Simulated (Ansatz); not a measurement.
The figure comes from a scan of HfO$_{2}$ (tetragonal-ZrO2 type, space group P4_2/nmc): volume and axial ratio are varied about the relaxed values (subscript 0). Computed with PBE (plane waves to 420 eV, PAW, scalar-relativistic; Ansatz, a first-principles code). k mesh 9×9×6 (Γ-centred), Fermi-Dirac smearing 0.05 eV. E stands for the smeared free energy. As the atoms are clamped, bonds stretch with the cell, which overstates energies and stresses. HfO2 is run without spin polarisation. HfO2 was relaxed with its symmetry unable to fall. Spin-orbit coupling is left out, though Hf is heavy. The PAW data are Ansatz's earlier set. This is a high-temperature form of HfO2. ΔE is measured from the relaxed starting cell.

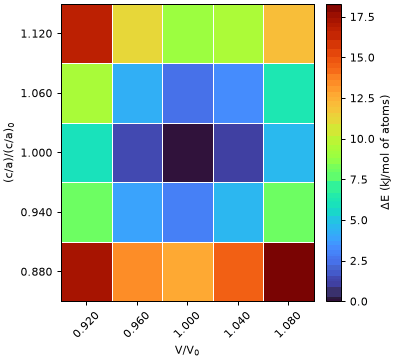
*ΔE (kJ/mol of atoms), one tile a computed point.*

### Question
List the plotted points as numbers.

### Answer
To the nearest 2:

ΔE (kJ/mol of atoms), with V/V₀ across and (c/a)/(c/a)₀ down:

```
(c/a)/(c/a)₀ \ V/V₀  0.920  0.960  1.000  1.040  1.080
-------------------  -----  -----  -----  -----  -----
0.880                   18     14     12     14     18
0.940                    8      4      2      4      8
1.000                    6      2      0      2      4
1.060                   10      4      2      4      6
1.120                   16     12      8     10     12
```

(Under strain, the slope of the energy per volume gives the stress and its curvature an elastic modulus.)
